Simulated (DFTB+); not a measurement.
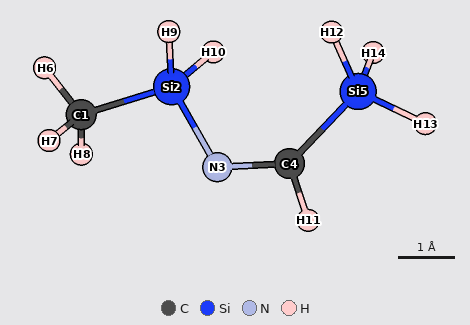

*The input geometry (ball-and-stick view, seen at a tilt; atoms are numbered from 1 in the order of the input).*

Bond lengths as drawn: C–H 1.09 to 1.14 Å, C–N 1.36 Å, C–Si 1.77 to 1.81 Å, H–Si 1.44 to 1.52 Å and N–Si 1.74 Å.

C₂H₉NSi₂: single-point calculation

- system: C₂H₉NSi₂, SMILES C[SiH2]N=C[SiH3]
- method: GFN1-xTB, R-SCC, dispersion built in (DFTB+ 25.1)

The geometry: force field.

### The input (dftb_in.hsd)
```
Geometry = {
  TypeNames = {
    "C" "Si" "N" "H"
  }
  TypesAndCoordinates [Angstrom] = {
    1 -1.892100 1.891000 0.218500
    2 -0.420700 0.911800 0.313400
    3 -0.742900 -0.533000 -0.602800
    1 0.226500 -1.483000 -0.736000
    2 1.911000 -1.740700 -0.123100
    4 -1.828300 2.890200 0.757000
    4 -2.778100 1.412600 0.628600
    4 -2.140400 2.208000 -0.837300
    4 -0.097800 0.548600 1.752400
    4 0.756700 1.600500 -0.256900
    4 -0.186600 -2.355800 -1.315300
    4 1.982500 -1.717900 1.398000
    4 2.407400 -3.010100 -0.584500
    4 2.789900 -0.651500 -0.583200
  }
}

Hamiltonian = xTB {
  Method = "GFN1-xTB"
  Filling = Gaussian {
    Temperature [K] = 6000
  }
}

Options = {
  WriteResultsTag = Yes
}

ParserOptions = {
  ParserVersion = 14
}
```

Run as:
```bash
dftb+ > output.log
```

### The program's output
```
|  DFTB+ development version (commit: a23bfb2)

Reading input file 'dftb_in.hsd'
Parser version: 14

--------------------------------------------------------------------------------

Processed input in HSD format written to 'dftb_pin.hsd'

Starting initialization...
--------------------------------------------------------------------------------
OpenMP threads:              1
Chosen random seed:          1040084791
Current stacksize:           unlimited
Mode:                        Static calculation
Self consistent charges:     Yes
SCC-tolerance:                 0.100000E-04
Max. scc iterations:                    100
Shell resolved Hubbard:      Yes
Spin polarisation:           No
Nr. of up electrons:            15.000000
Nr. of down electrons:          15.000000
Periodic boundaries:         No
Electronic solver:           Relatively robust
Mixer:                       Broyden mixer
Mixing parameter:                  0.200000
Nr. of chrg. vec. in memory:            100
Max. SCC-cycles:                        100
tblite library version:      0.3.0
-> parametrization:          GFN1-xTB
-> repulsion:                Yes
-> dispersion:               Yes
-> halogen bonding:          Yes
-> electrostatics:           Yes
   -> isotropic:             Yes
   -> anisotropic:           No
   -> third-order:           Yes
Electronic temperature:              0.190009E-01 H      0.517041E+00 eV
Initial charges:             Set automatically (system chrg:   0.000E+00)
Included shells:             C:  s, p
                            Si:  s, p, d
                             N:  s, p
                             H:  s, s2
Extra options:
                             Mulliken analysis

--------------------------------------------------------------------------------

***  Geometry step: 0

 iSCC Total electronic   Diff electronic      SCC error
    1   -0.15966626E+02    0.00000000E+00    0.14581950E+01
    2   -0.16093459E+02   -0.15966626E+02    0.94616225E+00
    3   -0.16099665E+02   -0.12683232E+00    0.59701361E+00
    4   -0.16101266E+02   -0.62059922E-02    0.22467896E+00
    5   -0.16103016E+02   -0.16010175E-02    0.19554575E+00
    6   -0.16110169E+02   -0.17501345E-02    0.28509144E-01
    7   -0.16110476E+02   -0.71533550E-02    0.11299298E-01
    8   -0.16110479E+02   -0.30718145E-03    0.40822180E-02
    9   -0.16110468E+02   -0.26235302E-05    0.19040948E-02
   10   -0.16110458E+02    0.10860913E-04    0.19232153E-03
   11   -0.16110461E+02    0.97141530E-05    0.45565395E-03
   12   -0.16110459E+02   -0.27008759E-05    0.25001533E-04
   13   -0.16110459E+02    0.20302981E-05    0.11566320E-04
   14   -0.16110459E+02    0.14483527E-06    0.23913859E-05

Total Energy:                      -15.9444841209 H         -433.8715 eV
Extrapolated to 0K:                -15.9457500644 H         -433.9059 eV
Total Mermin free energy:          -15.9470160078 H         -433.9404 eV
Force related energy:              -15.9470160078 H         -433.9404 eV

--------------------------------------------------------------------------------
--------------------------------------------------------------------------------
SCC                                    +       0.04 ( 79.3%)       0.05 ( 83.3%)
--------------------------------------------------------------------------------
Missing                                +       0.01 ( 20.7%)       0.01 ( 16.7%)
Total                                  =       0.05 (100.0%)       0.07 (100.0%)
--------------------------------------------------------------------------------
```

### File detailed.out
```
Gaussian distribution function

Calculation with static geometry

********************************************************************************
 iSCC Total electronic   Diff electronic      SCC error
   14   -0.16110459E+02    0.14483527E-06    0.23913859E-05
********************************************************************************

 Total charge:     0.00000001

 Atomic gross charges (e)
 Atom           Charge
    1      -0.16921121
    2       0.28950117
    3      -0.31162905
    4       0.10213598
    5       0.24080798
    6       0.04598036
    7       0.06038439
    8       0.05677146
    9      -0.07590587
   10      -0.07014966
   11       0.03585941
   12      -0.07024994
   13      -0.06824561
   14      -0.06604941

Nr. of electrons (up):     29.99999999
Atom populations (up)
 Atom       Population
    1       4.16921121
    2       3.71049883
    3       5.31162905
    4       3.89786402
    5       3.75919202
    6       0.95401964
    7       0.93961561
    8       0.94322854
    9       1.07590587
   10       1.07014966
   11       0.96414059
   12       1.07024994
   13       1.06824561
   14       1.06604941

l-shell populations (up)
 Atom Sh.   l       Population
    1   1   0       1.00950297
    1   2   1       3.15970823
    2   1   0       1.19685505
    2   2   1       1.79177640
    2   3   2       0.72186738
    3   1   0       1.56345884
    3   2   1       3.74817021
    4   1   0       1.09577584
    4   2   1       2.80208819
    5   1   0       1.30419130
    5   2   1       1.91321460
    5   3   2       0.54178612
    6   1   0       0.94484263
    6   2   0       0.00917701
    7   1   0       0.93018394
    7   2   0       0.00943167
    8   1   0       0.93385709
    8   2   0       0.00937145
    9   1   0       1.07846089
    9   2   0      -0.00255502
   10   1   0       1.07257016
   10   2   0      -0.00242050
   11   1   0       0.94049181
   11   2   0       0.02364878
   12   1   0       1.07308050
   12   2   0      -0.00283056
   13   1   0       1.07123724
   13   2   0      -0.00299163
   14   1   0       1.06858994
   14   2   0      -0.00254052

Orbital populations (up)
 Atom Sh.   l   m       Population  Label
    1   1   0   0       1.00950297  s
    1   2   1  -1       1.04445386  p_y
    1   2   1   0       0.99159174  p_z
    1   2   1   1       1.12366263  p_x
    2   1   0   0       1.19685505  s
    2   2   1  -1       0.53667694  p_y
    2   2   1   0       0.61616053  p_z
    2   2   1   1       0.63893893  p_x
    2   3   2  -2       0.16919915  d_xy
    2   3   2  -1       0.12511563  d_yz
    2   3   2   0       0.12281160  d_z2
    2   3   2   1       0.12020963  d_xz
    2   3   2   2       0.18453137  d_x2-y2
    3   1   0   0       1.56345884  s
    3   2   1  -1       1.18217198  p_y
    3   2   1   0       1.16267329  p_z
    3   2   1   1       1.40332495  p_x
    4   1   0   0       1.09577584  s
    4   2   1  -1       0.90659579  p_y
    4   2   1   0       0.88711384  p_z
    4   2   1   1       1.00837856  p_x
    5   1   0   0       1.30419130  s
    5   2   1  -1       0.66070516  p_y
    5   2   1   0       0.64613869  p_z
    5   2   1   1       0.60637075  p_x
    5   3   2  -2       0.16732966  d_xy
    5   3   2  -1       0.08194778  d_yz
    5   3   2   0       0.04931217  d_z2
    5   3   2   1       0.08682772  d_xz
    5   3   2   2       0.15636879  d_x2-y2
    6   1   0   0       0.94484263  s
    6   2   0   0       0.00917701  s2
    7   1   0   0       0.93018394  s
    7   2   0   0       0.00943167  s2
    8   1   0   0       0.93385709  s
    8   2   0   0       0.00937145  s2
    9   1   0   0       1.07846089  s
    9   2   0   0      -0.00255502  s2
   10   1   0   0       1.07257016  s
   10   2   0   0      -0.00242050  s2
   11   1   0   0       0.94049181  s
   11   2   0   0       0.02364878  s2
   12   1   0   0       1.07308050  s
   12   2   0   0      -0.00283056  s2
   13   1   0   0       1.07123724  s
   13   2   0   0      -0.00299163  s2
   14   1   0   0       1.06858994  s
   14   2   0   0      -0.00254052  s2

Fermi level:                        -0.3670412789 H           -9.9877 eV
Band energy:                       -15.8405061299 H         -431.0421 eV
TS:                                  0.0025318869 H            0.0689 eV
Band free energy (E-TS):           -15.8430380168 H         -431.1110 eV
Extrapolated E(0K):                -15.8417720733 H         -431.0766 eV
Input / Output electrons (q):     29.9999999945     29.9999999945

Energy H0:                         -16.1287696337 H         -438.8862 eV
Energy SCC:                          0.0183109003 H            0.4983 eV
Total Electronic energy:           -16.1104587334 H         -438.3879 eV
Repulsive energy:                    0.1712932833 H            4.6611 eV
Halogen correction energy:           0.0000000000 H            0.0000 eV
Total energy:                      -15.9444841209 H         -433.8715 eV
Extrapolated to 0:                 -15.9457500644 H         -433.9059 eV
Total Mermin free energy:          -15.9470160078 H         -433.9404 eV
Force related energy:              -15.9470160078 H         -433.9404 eV

Non-constrained calculation

SCC converged

Dipole moment:   -0.18678285   -0.08508895   -0.20265557 au
Dipole moment:   -0.47475468   -0.21627456   -0.51509913 Debye
```

### File band.out
```
 KPT            1  SPIN            1  KWEIGHT    1.0000000000000000
     1    -19.9654  2.00000
     2    -17.6705  2.00000
     3    -17.1855  2.00000
     4    -16.2550  2.00000
     5    -15.2886  2.00000
     6    -14.2487  2.00000
     7    -14.0062  2.00000
     8    -13.7740  2.00000
     9    -13.2678  2.00000
    10    -13.2337  2.00000
    11    -12.9101  2.00000
    12    -12.6528  2.00000
    13    -12.2150  2.00000
    14    -12.1336  2.00000
    15    -10.7434  1.96127
    16     -9.2320  0.03873
    17     -5.6480  0.00000
    18     -5.2603  0.00000
    19     -4.7622  0.00000
    20     -4.2523  0.00000
    21     -3.7054  0.00000
    22     -3.0513  0.00000
    23     -2.9757  0.00000
    24     -2.2582  0.00000
    25     -1.9949  0.00000
    26     -1.7748  0.00000
    27     -1.6450  0.00000
    28     -1.4466  0.00000
    29     -1.3134  0.00000
    30     -1.2182  0.00000
    31     -1.0178  0.00000
    32     -0.6799  0.00000
    33     -0.4121  0.00000
    34      0.9489  0.00000
    35      1.3072  0.00000
    36      5.7295  0.00000
    37      7.1149  0.00000
    38      7.5108  0.00000
    39      8.3814  0.00000
    40      8.8451  0.00000
    41     10.8254  0.00000
    42     11.6096  0.00000
    43     27.3111  0.00000
    44     31.3842  0.00000
    45     32.7037  0.00000
    46     34.1813  0.00000
    47     36.3444  0.00000
    48     42.8680  0.00000
```

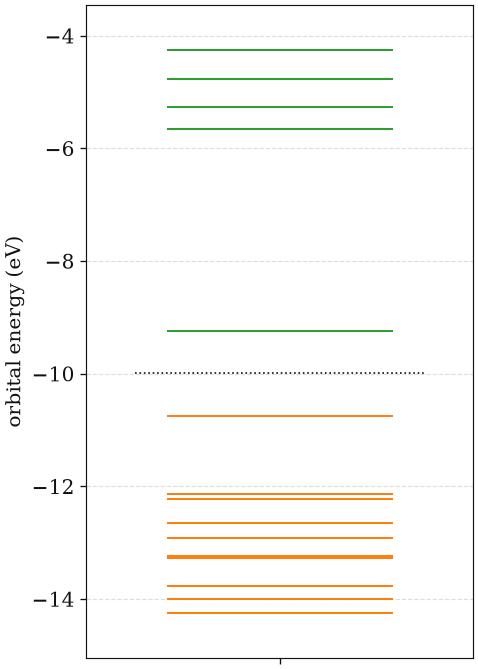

*Orbital energies near the frontier; the dotted line parts filled from empty levels, and levels within 0.02 eV of each other stand side by side.*

Highest filled −10.74 eV, lowest empty −9.23 eV, 1.51 eV apart.

### Summary

- outcome: converged
- Mermin free energy: −15.947016 hartree
- basis functions: 48
- HOMO: −10.74 eV
- LUMO: −9.23 eV
- dipole moment: 0.73 D
- hardware: 1 thread of Intel Xeon @ 2.50GHz (Skylake/Cascade Lake), 32 GiB of memory available, shared host
- peak memory: 0.073 GiB

### Remarks

Settings chosen away from the usual ones: electronic_temperature. These settings are looser than, or depart from, a standard set-up, so the numbers are not reference values for this system.
